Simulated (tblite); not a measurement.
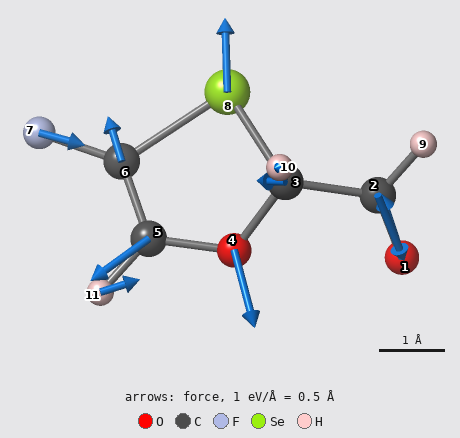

Starting geometry of C4H3FO2Se with the computed forces as blue arrows. A ball-and-stick model, seen face on.

Computed with GFN2-xTB geometry optimisation, gas phase in tblite. 

Q: What follows when this structure is relaxed?

A: It isn't relaxed: the largest force vector, on C2, is 2.72 eV/Å. The final displacements have little in common with the starting forces (cosine between the two patterns 0.13). Over 79 geometry steps the energy falls by 0.781 eV. The largest move after the best rigid fit is that of F7, 1.15 Å. Largest moves by element: F 1.15 Å, O 1.01 Å, Se 0.72 Å, H 0.64 Å, C 0.52 Å. Near-neighbour distances that change, for instance: C3–Se8 1.977 → 2.037 Å, C5–H11 1.119 → 1.076 Å, C6–F7 1.361 → 1.326 Å, O1–C2 1.229 → 1.197 Å. Among the angles between lasting bonds that change: C2–C3–Se8 112.4° → 97.6°, O4–C3–Se8 95.1° → 107.9°, C5–C6–Se8 104.4° → 113.9°. Groups turn about C3–O4 by about 75°, O4–C5 by about 55°, C3–Se8 by about 50°.
